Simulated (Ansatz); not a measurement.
**PBEsol-D4/x2c-TZVPPall (sfX2C, Coulomb fitting set) run of SCl2O2 (sulfuryl chloride)**

Aim: the vertical singlet–triplet gap of SCl2O2 (sulfuryl chloride) at PBEsol-D4/x2c-TZVPPall (sfX2C, Coulomb fitting set), from 2 runs. 

Program for the calculation: Ansatz 0.2.0.

3 further runs of the same task are left out: 2 that didn't finish, 1 set aside as unsound or not needed.

## 1. The molecule

SCl2O2 has 5 atoms, charge 0, and is taken as a singlet. As SMILES, `O=S(=O)(Cl)Cl`. Geometry: relaxed at PBE0-D4/def2-TZVP.

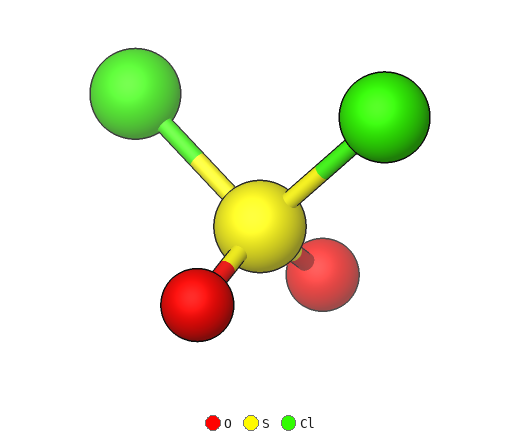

Viewed from a chosen angle; oxygen red, sulfur yellow, chlorine green.

## 2. Energy and forces at PBEsol-D4/x2c-TZVPPall (sfX2C, Coulomb fitting set)

molecule.yaml

```yaml
crystal:
  periodic: [false, false, false]
  atoms:
    - {symbol: O, position_ang: [0.866100, 0.300300, -1.246600]}
    - {symbol: S, position_ang: [-0.068500, 0.126800, -0.197800]}
    - {symbol: O, position_ang: [-1.381700, 0.653700, -0.241000]}
    - {symbol: Cl, position_ang: [-0.209600, -1.845200, 0.179900]}
    - {symbol: Cl, position_ang: [0.793700, 0.764400, 1.505600]}
basis:
  gaussian:
    orbitals: x2c-TZVPPall
    fitting: {mean_field: x2c-jfit}
hamiltonian:
  xc: {name: PBEsol}
  dispersion: d4
output: {forces: true, orbitals: {seedname: orbitals}}
```

The run is started by

```bash
ansatz run molecule.yaml --threads 1 --pin off --max-ram 2610MiB --events-out events.jsonl --progress --plain --runs-dir runs
```

What it wrote:

```text
Warning: RAYON_NUM_THREADS=1 ignored (pool sized by the plan → 1); use --threads N
Functional definition: PBEsol
  name "PBEsol"
  exchange = pbesol_x
  correlation = pbesol_c
371 factors; integrals over basis functions are off by at most 3.5e0 eV
mean field evaluation 1: about -39990.6117 eV, gradient 8.0e1 eV
mean field evaluation 2: about -39892.7292 eV, gradient 2.3e2 eV
mean field evaluation 4: about -40000.4166 eV, gradient 1.4e1 eV
mean field evaluation 8: about -40000.8059 eV, gradient 9.9e-2 eV
mean field evaluation 16: about -40000.8076 eV, gradient 9.7e-5 eV
mean field -40000.80763078 eV, -1470.0025669100 hartree, gradient 3.4e-5 eV, S^2 0.000000; 0 other end points of the search recorded, 0 dependent functions left out
the calculation of the forces begins
reference -40000.80765679 eV, -1470.0025678658 hartree; 33, 33 occupied and 155, 155 virtual orbitals, 371 factors
Total energy: -40000.86719949 eV, -1470.0047560198 hartree
Relativity: scalar
Atom 0 at     0.866100     0.300300    -1.246600 Å, force     0.769132     0.125551    -0.829649 eV/Å
Atom 1 at    -0.068500     0.126800    -0.197800 Å, force     0.151356    -0.294157     0.466470 eV/Å
Atom 2 at    -1.381700     0.653700    -0.241000 Å, force    -1.050554     0.409204    -0.011123 eV/Å
Atom 3 at    -0.209600    -1.845200     0.179900 Å, force    -0.025947    -0.356841     0.067051 eV/Å
Atom 4 at     0.793700     0.764400     1.505600 Å, force     0.156012     0.116243     0.307252 eV/Å
Dipole moment:     0.095863    -0.177287     0.276248 e Å
```

Wall time 4.5 s (1 thread of Arm Neoverse V2, shared host).

## 3. The triplet

molecule.yaml, as its differences from that of step 2:

```diff
@@ -12,2 +12,5 @@
     fitting: {mean_field: x2c-jfit}
+magnetization:
+  spin_polarized: false
+  initial_magnetization: 2
 hamiltonian:
```

The run is started by

```bash
ansatz run molecule.yaml --threads 1 --pin off --max-ram 2610MiB --events-out events.jsonl --progress --plain --runs-dir runs
```

What it wrote, shortened:

```text
Warning: RAYON_NUM_THREADS=1 ignored (pool sized by the plan → 1); use --threads N
[... 2 set-up lines as earlier in the session ...]
[...]
371 factors; integrals over basis functions are off by at most 3.5e0 eV
[...]
mean field -39996.33691824 eV, -1469.8382712543 hartree, gradient 2.9e-6 eV, S^2 2.000000; 22 other end points of the search recorded, 0 dependent functions left out
[...]
reference -39996.33694651 eV, -1469.8382722932 hartree; 34, 32 occupied and 154, 156 virtual orbitals, 371 factors
Total energy: -39996.39648921 eV, -1469.8404604472 hartree
Relativity: scalar
Atom 0 at     0.866100     0.300300    -1.246600 Å, force     1.544953     0.911018    -3.328109 eV/Å
Atom 1 at    -0.068500     0.126800    -0.197800 Å, force     0.101850    -0.199018     0.314793 eV/Å
Atom 2 at    -1.381700     0.653700    -0.241000 Å, force    -3.065518     1.913754    -1.081695 eV/Å
Atom 3 at    -0.209600    -1.845200     0.179900 Å, force    -0.411240    -4.541216     0.365641 eV/Å
Atom 4 at     0.793700     0.764400     1.505600 Å, force     1.829954     1.915461     3.729370 eV/Å
Dipole moment:     0.057411    -0.106102     0.165487 e Å
```

It took 79 s on 1 thread of Arm Neoverse V2, shared host.

## 4. What came out

Level: PBEsol-D4/x2c-TZVPPall (sfX2C, Coulomb fitting set).

| quantity | value |
| --- | --- |
| singlet: total energy | -1470.00476 Eh |
| singlet: dipole moment | 1.64 D |
| singlet: HOMO energy | -8.24 eV |
| singlet: LUMO energy | -3.82 eV |
| singlet: HOMO–LUMO gap | 4.42 eV |
| singlet: dispersion energy | -5.74 kJ/mol |
| singlet: largest force on an atom | 1.138 eV/Å |
| triplet: total energy | -1469.84046 Eh |
| triplet: dipole moment | 0.98 D |
| triplet: dispersion energy | -5.74 kJ/mol |
| triplet: ⟨S²⟩ | 2.000 |
| triplet: largest force on an atom | 4.574 eV/Å |
| vertical energy of the triplet above the singlet | 4.471 eV |

**Reading.** At this shape the triplet lies 4.47 eV (103 kcal/mol) above the singlet. The largest force (singlet) is 1.14 eV/Å: the shape isn't a stationary point for this species at this level. Mulliken charges (singlet) run from -0.25 on O3 to +0.57 on S2; they depend strongly on the basis.
